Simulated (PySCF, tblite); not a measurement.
# C5H9FO2Si: geometry, infrared bands and NMR shifts

Aim: predict the infrared bands and NMR shifts of C5H9FO2Si (`O=C1CO[C@@H](CCF)[SiH2]1`).

The runs use tblite 0.8.0 and PySCF 2.14.0, with density-fitted response routines of our own; the level of theory stands in each step. All values are computed, except where a source is named. Atoms are numbered from 0 throughout.

### 1 The starting structure

18 atoms, charge 0, multiplicity 1; geometry from: force field or distance geometry start.

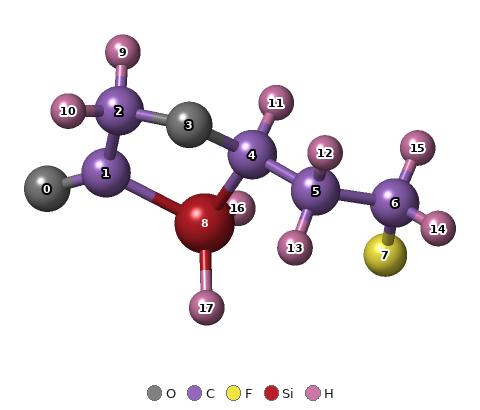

As it starts; oxygen grey, carbon purple, fluorine yellow, silicon red, hydrogen pink, atoms numbered.

### 2 Geometry optimisation with GFN2-xTB

Job settings and geometry (Å):

```
{"job": {"kind": "relax", "xc": "GFN2-xTB", "basis": "xTB"}, "charge": 0, "multiplicity": 1}
O     -3.514200     0.480800     0.823300
C     -2.440300     0.329700     0.287400
C     -2.084000     0.240000    -1.177600
O     -0.686500     0.440600    -1.419900
C      0.090700    -0.209200    -0.353900
C      1.504800     0.367600    -0.429900
C      2.530500    -0.464000     0.323000
F      2.212900    -0.493200     1.649000
Si    -0.861800     0.018900     1.309000
H     -2.389800    -0.739800    -1.561800
H     -2.635500     1.022700    -1.725700
H      0.102600    -1.283000    -0.590200
H      1.817800     0.440500    -1.466500
H      1.517800     1.393000    -0.040200
H      3.526500    -0.024400     0.238500
H      2.557100    -1.495600    -0.029300
H     -0.864000    -1.238300     2.102900
H     -0.393300     1.219800     2.050400
```

Launch:

```console
> OMP_NUM_THREADS=1 python probes_run.py task.json out
```

This one command runs all jobs of the session in turn.

**Question.** This job is followed by: GFN2-xTB harmonic vibrations, gas phase; GIAO PBE0/pcSseg-1 NMR shielding, non-relativistic, gas phase. What will the session give for the following? strongest single infrared mode (GFN2-xTB); zero-point energy (GFN2-xTB); 13C shifts against TMS (PBE0/pcSseg-1); 1H shifts against TMS (PBE0/pcSseg-1); 17O shifts against H2O (PBE0/pcSseg-1); 19F shifts against CFCl3 (PBE0/pcSseg-1); 29Si shifts against TMS (PBE0/pcSseg-1); surface potential, least and greatest.

The runs gave:

```
                                 quantity                                                     value
strongest single infrared mode (GFN2-xTB)                                     2340 cm⁻¹, 351 km/mol
             zero-point energy (GFN2-xTB)                                             82.0 kcal/mol
   13C shifts against TMS (PBE0/pcSseg-1)                         258.6, 84.2, 83.5, 75.0, 39.8 ppm
    1H shifts against TMS (PBE0/pcSseg-1)  5.12, 4.68, 4.11, 3.96, 3.81, 3.78, 3.65, 2.54, 2.32 ppm
   17O shifts against H2O (PBE0/pcSseg-1)                                           854.6, 46.5 ppm
 19F shifts against CFCl3 (PBE0/pcSseg-1)                                                -248.6 ppm
  29Si shifts against TMS (PBE0/pcSseg-1)                                                 -71.1 ppm
    surface potential, least and greatest                                        -1.57 V and 1.21 V
```

In words: The optimisation took 70 steps and gained 0.220 eV; among the close pairs (by a distance rule), O3–C4 changed most, from 1.471 to 1.432 Å. No mode is imaginary among the 48: a minimum at this level. The strongest single mode, at 2340 cm⁻¹, moves mainly H16. GFN2-xTB is a fitted tight-binding method: band positions and strengths are rough. Its intensities can rank the bands wrongly. At PBE0/pcSseg-1: Shielding is most anisotropic at O0 (span 1876 ppm, paramagnetic term -913 ppm). At PBE0/pcSseg-1, counted by nearest atom on the grid, the HOMO lies on O0 38 %; C1 13 %, the LUMO on C1 43 %; O0 28 %.
